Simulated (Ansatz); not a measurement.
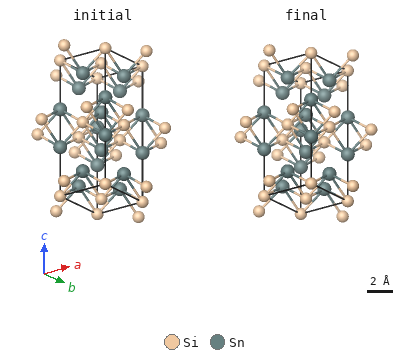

The structure of a crystal of SiSn2 (a generated structure, set up in Fmmm) before (left) and after (right) a relaxation, at one scale.

Style: ball-and-stick. Shown: the conventional cell (4 times the calculation's cell), from a free direction. Lengths and directions refer to the drawn axes.

Computed with DFT PBE, scalar-relativistic, plane waves, PAW in Ansatz. Set-up: plane-wave cutoff 420 eV; k-point mesh 14 × 14 × 14; occupations gaussian; smearing width 0.1 eV; no spin polarisation; cell and atoms relaxed; force threshold 0.01 eV/Å; at most 80 steps.

> Describe what moved and what it gained.

The largest moves relative to the cell, 0.032 Å, are those of Sn atoms. Si stays in place. The drawn cell changes as follows: a 4.673 → 4.862 Å (+4.0 %), b 5.152 → 5.082 Å (−1.4 %), c 12.087 → 11.625 Å (−3.8 %); the volume changes by −1.3 %. Some distances before and after: Si–Sn 2.878 → 2.937 Å, Si–Sn 3.076 → 3.028 Å. Among the angles between lasting bonds that change: Si–Sn–Si 108.6° → 111.7°. The space group stays Fmmm (No. 69). The energy falls by 26.6 meV per cell of the calculation in 4 accepted moves (5 points after the start). Largest force component: 0.061 eV/Å at the start, 0.00037 eV/Å at the end. Pressure: 0.25 GPa at the start and 0.00 GPa at the end. The SCF was repeated once at an unchanged geometry on a basis and grid sized afresh for the cell, which shifted the energy by 0.1 meV per cell of the calculation at most.
